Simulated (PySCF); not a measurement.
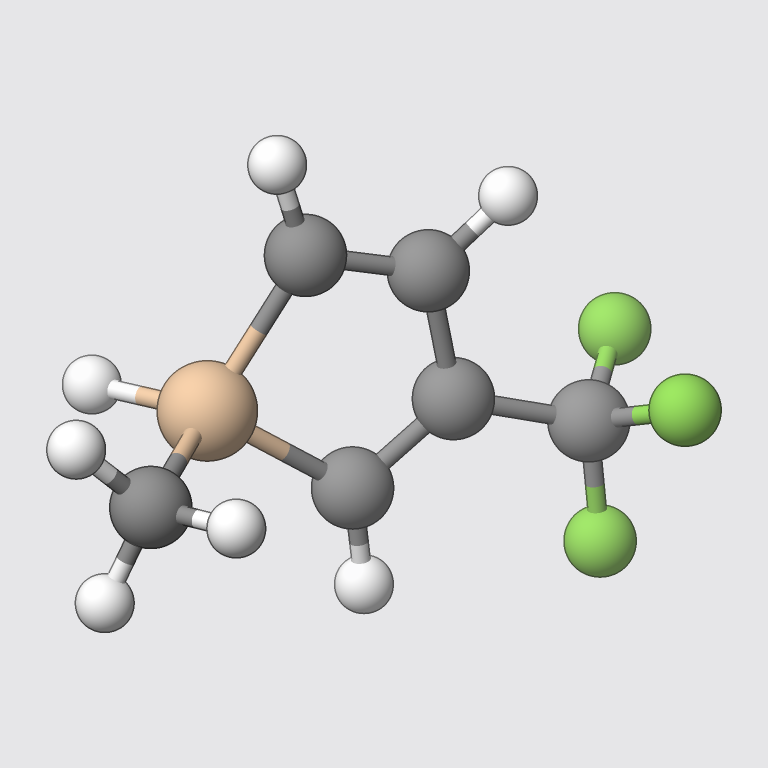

The picture shows a molecular structure as a ball-and-stick model. Colours: carbon grey, silicon light orange, fluorine green, hydrogen white.

The computed structure is the end point of a PBE0-D3(BJ)/def2-SVP optimisation. No frequency run is at hand to confirm it as a minimum.

Description:

The molecule is C6H7F3Si. Its SMILES string is `C[Si@H]1C=CC(C(F)(F)F)=C1`. Independent rings (smallest set): 1 of 5 members. Among its groups: alkene, C–F bond, Si–H bond. The point group is C1. Coordination, clear cases only: 2 C tetrahedral; 4 C trigonal planar.

More results for the same structure follow; atom numbers are the same in all pictures, views and colours differ.

Shape

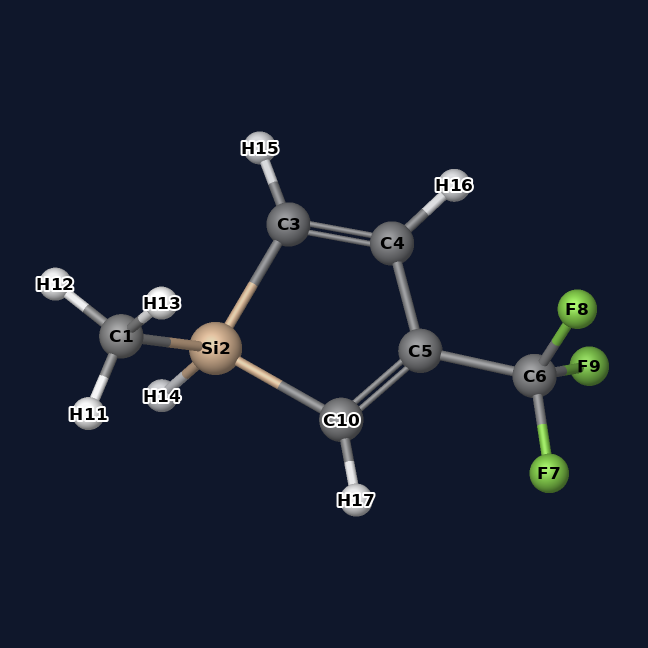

Numbered structure. No frequency run is at hand to confirm it as a minimum.

Give these bond angles: C1–Si2–C3, C1–Si2–C10, C1–Si2–H14, Si2–C10–H17, C3–Si2–C10, C3–Si2–H14, C3–C4–C5, C3–C4–H16, C4–C5–C6, C5–C6–F9, F7–C6–F8, F7–C6–F9.

```json
{"angle": "C1–Si2–C3", "degrees": "114.9"}
{"angle": "C1–Si2–C10", "degrees": "114.4"}
{"angle": "C1–Si2–H14", "degrees": "110.5"}
{"angle": "Si2–C10–H17", "degrees": "131.7"}
{"angle": "C3–Si2–C10", "degrees": "92.0"}
{"angle": "C3–Si2–H14", "degrees": "112.4"}
{"angle": "C3–C4–C5", "degrees": "116.3"}
{"angle": "C3–C4–H16", "degrees": "124.2"}
{"angle": "C4–C5–C6", "degrees": "118.4"}
{"angle": "C5–C6–F9", "degrees": "111.0"}
{"angle": "F7–C6–F8", "degrees": "107.7"}
{"angle": "F7–C6–F9", "degrees": "107.7"}
```

Excitation

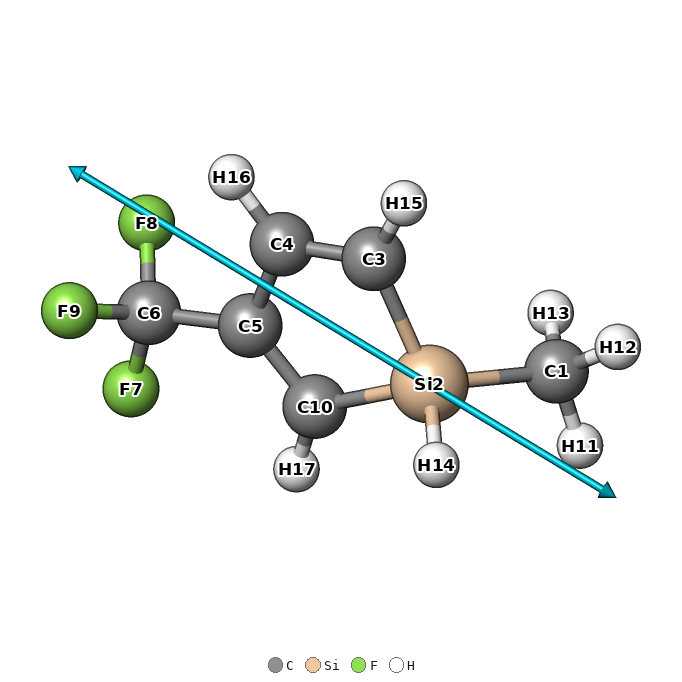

The double arrow shows the direction of the transition dipole to excited singlet state 5 (its length means nothing). No frequency run is at hand to confirm it as a minimum. Method: TDDFT PBE0/def2-SVPD, vertical, gas phase, core orbitals frozen in the response (PySCF 2.14.0).

> Where does the transition lie, and how strong is it?

6.85 eV (181 nm), oscillator strength 0.062, mainly HOMO → LUMO+1 (weight 0.59); transition dipole 1.55 D.

NMR shielding

The questions are on isotropic NMR shieldings of the C atoms. No frequency run is at hand to confirm it as a minimum. Properties computed with GIAO PBE0/pcSseg-1 NMR shielding, non-relativistic, IEF-PCM cyclohexane (PySCF 2.14.0).

Give the isotropic NMR shieldings of the C atoms atom by atom.

| atom | σ (ppm) |
| --- | --- |
| C1 | 191.8 |
| C3 | 43.0 |
| C4 | 31.4 |
| C5 | 27.2 |
| C6 | 57.6 |
| C10 | 44.9 |

Polarisability

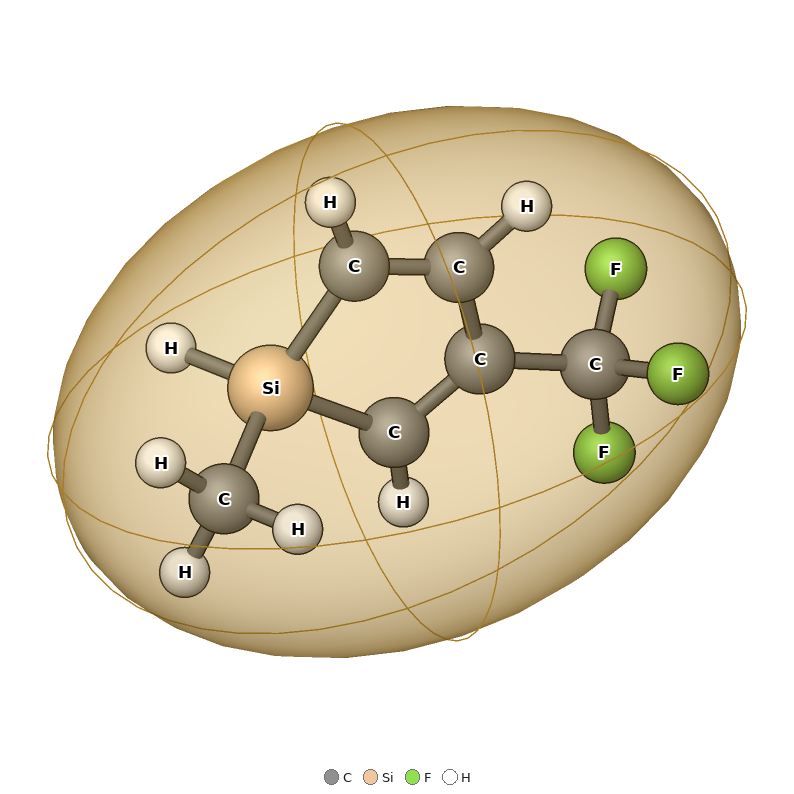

The ellipsoid shows the static dipole polarisability: its half-axes are proportional to the principal values. No frequency run is at hand to confirm it as a minimum. Method: PBE0/def2-SVPD (PySCF 2.14.0).

> How large and how anisotropic is the polarisability?

Principal values 75.2, 92.5, 120.0 bohr³; mean 95.9 bohr³ (14.21 Å³); anisotropy 39.2 bohr³, so the longest axis is 1.60 times the shortest.

Charges

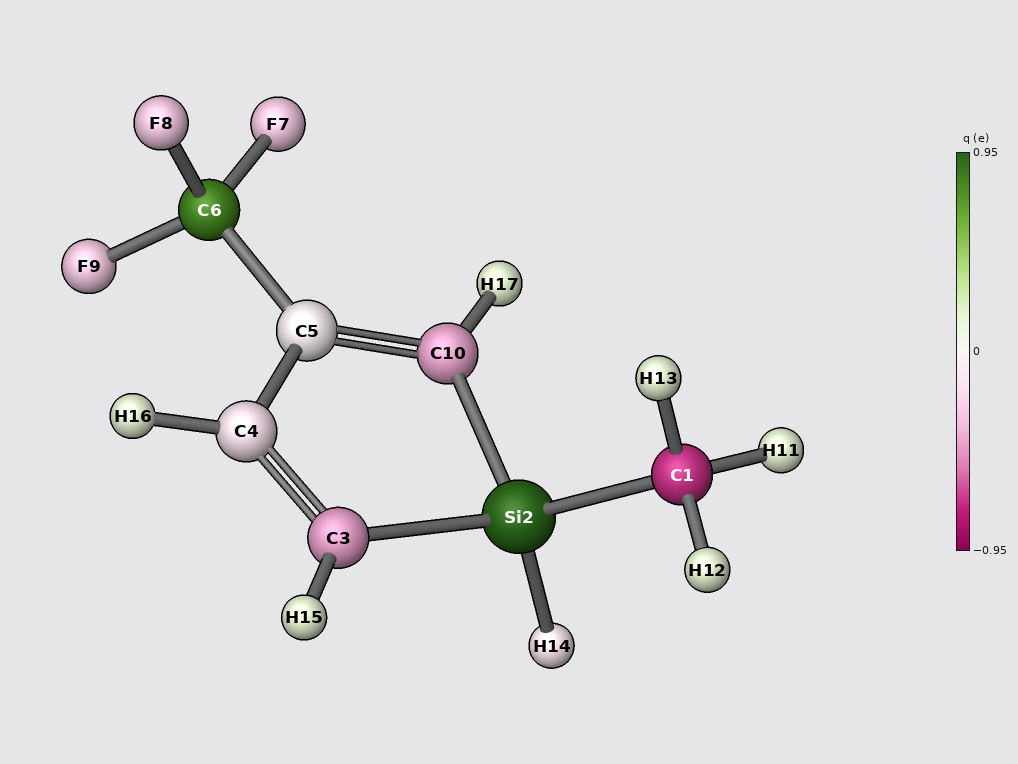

Atoms are coloured by their IAO charges. No frequency run is at hand to confirm it as a minimum. Method: PBE0/pcSseg-1, gas phase (PySCF 2.14.0).

Give the IAO charges atom by atom.

```
atom  value (e)
  C1      −0.71
 Si2       0.92
  C3      −0.43
  C4      −0.13
  C5      −0.05
  C6       0.80
  F7      −0.28
  F8      −0.28
  F9      −0.28
 C10      −0.42
 H11       0.16
 H12       0.16
 H13       0.16
 H14      −0.11
 H15       0.16
 H16       0.16
 H17       0.17
```
